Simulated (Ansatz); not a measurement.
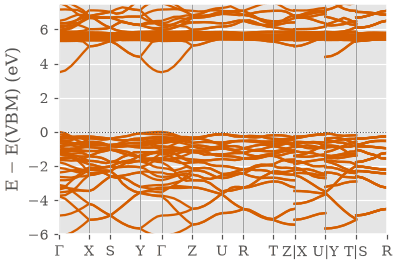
Fig. 1. Band structure from the program Ansatz at the r²SCAN level (PAW)

**Question.** Read off the gap and where the band edges lie.

**Answer.** About 3.5 eV (3.50 eV by a search for the band edges); maximum at Γ, minimum at Γ.

**Question.** Which of these materials gives this?
A) Ta2O5, Pmmn (Ta on 4e, O on 4e, O on 4e, O on 2a)
B) SrI2, Pnma (Sr on 4c, I on 4c, I on 4c)
C) LaInO3, Pnma (La on 4c, In on 4b, O on 4c, O on 8d)
D) CsI3, Pnma (Cs on 4c, I on 4c, I on 4c, I on 4c)

**Answer.** C, LaInO3, Pnma (La on 4c, In on 4b, O on 4c, O on 8d)

The first step of the workflow began from a Materials Project structure, measured or hypothetical; the Crystallography Open Database files this formula in space group No. 62, but the cells were not matched. Whether it is the stable phase at ambient conditions was not checked. The r²SCAN relaxation kept the symmetry of its start; whether a distortion lowers the energy is not shown. Scalar-relativistic: spin–orbit coupling is off unless named, which matters more the heavier the elements.

Potentials: the later of the program's two PAW sets.
